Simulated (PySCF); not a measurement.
# AlCl2F (SMILES [F][Al]([Cl])[Cl]) at r2SCAN/6-311++G(3df,3pd)

Aim: the vertical ionisation energy of AlCl2F at r2SCAN/6-311++G(3df,3pd), from 2 runs. 

The results are computed with PySCF 2.14.0.

## (1) The molecule

AlCl2F: 4 atoms, total charge 0, spin state singlet. As SMILES, `[F][Al]([Cl])[Cl]`. Geometry: relaxed at PBE0-D4/def2-TZVP.

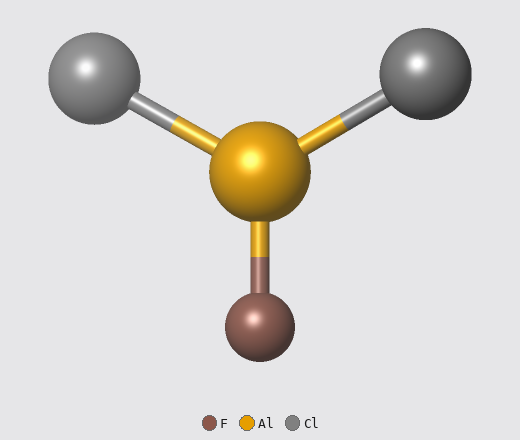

Viewed from a chosen angle; fluorine brown, aluminium amber, chlorine grey.

## (2) A single-point energy at r2SCAN/6-311++G(3df,3pd)

Contents of calc.py:

```python
from pyscf import gto, dft

system = gto.M(
    atom='''
F      0.087420     0.388220     1.682350
Al     0.004800     0.021530     0.093600
Cl     1.223040    -1.463690    -0.663450
Cl    -1.315270     1.053930    -1.112510
''',
    max_memory=1860,
    basis='6-311++g(3df,3pd)',
    charge=0,
    verbose=4,
)

myscf = dft.RKS(system)
myscf.xc = 'r2scan'
myscf.grids.level = 4
myscf.conv_tol = 1e-10
myscf.kernel()
if not myscf.converged:
    myscf = myscf.newton().run(myscf.mo_coeff, myscf.mo_occ)

e_tot = myscf.e_tot
print(f'total energy: {e_tot:.8f} hartree')
```

On the command line:

```bash
$ OMP_NUM_THREADS=1 python calc.py
```

Output:

```text
PySCF version 2.14.0

[INPUT] num. atoms = 4
[INPUT] num. electrons = 56
[INPUT] charge = 0
[INPUT] spin (= nelec alpha-beta = 2S) = 0
[INPUT] symmetry False subgroup None
[INPUT] Mole.unit = angstrom
[INPUT] Symbol           X                Y                Z      unit          X                Y                Z       unit  Magmom
[INPUT]  1 F      0.087420000000   0.388220000000   1.682350000000 AA    0.165199857809   0.733629476079   3.179180745662 Bohr   0.0
[INPUT]  2 Al     0.004800000000   0.021530000000   0.093600000000 AA    0.009070685398   0.040685803462   0.176878365259 Bohr   0.0
[INPUT]  3 Cl     1.223040000000  -1.463690000000  -0.663450000000 AA    2.311210639388  -2.765973231265  -1.253738797343 Bohr   0.0
[INPUT]  4 Cl    -1.315270000000   1.053930000000  -1.112510000000 AA   -2.485500079857   1.991639054463  -2.102339210840 Bohr   0.0

[... 65 lines left out ...]
converged SCF energy = -1262.84286870413
total energy: -1262.84286870 hartree
```

Run time: 53 s. Hardware: 1 thread of Arm Neoverse V2, shared host; peak memory 1.7 GiB.

## (3) The doublet cation

Contents of input.py:

```python
from pyscf import gto, dft

system = gto.M(
    atom='''
F      0.165200     0.733629     3.179181
Al     0.009071     0.040686     0.176878
Cl     2.311211    -2.765973    -1.253739
Cl    -2.485500     1.991639    -2.102339
''',
    spin=1,
    max_memory=1860,
    verbose=3,
    unit='bohr',
    basis='6-311++g(3df,3pd)',
    charge=1,
)

ks = dft.UKS(system, xc='r2scan')
ks.conv_tol = 1e-10
ks.grids.level = 4
ks.kernel()
if not ks.converged:
    ks = ks.newton().run(ks.mo_coeff, ks.mo_occ)

e_tot = ks.e_tot
print('E(%s) = %.9f' % ('R2SCAN', e_tot))
```

On the command line:

```bash
$ OMP_NUM_THREADS=1 python input.py
```

Output:

```text
WARN: HOMO -0.363358694480998 >= LUMO -0.363358694481002

converged SCF energy = -1262.4136451367  <S^2> = 0.75472804  2S+1 = 2.0047225
E(R2SCAN) = -1262.413645137
```

It took 2.1 min on 1 thread of Arm Neoverse V2, shared host; peak memory 1.7 GiB.

## (4) Results

At r2SCAN/6-311++G(3df,3pd):

```
                                          quantity           value
                      singlet AlCl2F: total energy  -1262.84287 Eh
                     singlet AlCl2F: dipole moment          0.43 D
                       singlet AlCl2F: HOMO energy        -8.60 eV
                       singlet AlCl2F: LUMO energy        -1.84 eV
                     singlet AlCl2F: HOMO–LUMO gap         6.76 eV
                      doublet cation: total energy  -1262.41365 Eh
doublet cation: HOMO energy (highest over α and β)       -15.28 eV
 doublet cation: LUMO energy (lowest over α and β)       -14.71 eV
                              doublet cation: ⟨S²⟩           0.755
vertical ionisation energy (to the doublet cation)       11.680 eV
```

What this shows: Removing an electron at fixed nuclei costs 11.68 eV (269 kcal/mol). The negative HOMO energy of the first species, 8.60 eV, lies 3.08 eV below that difference.
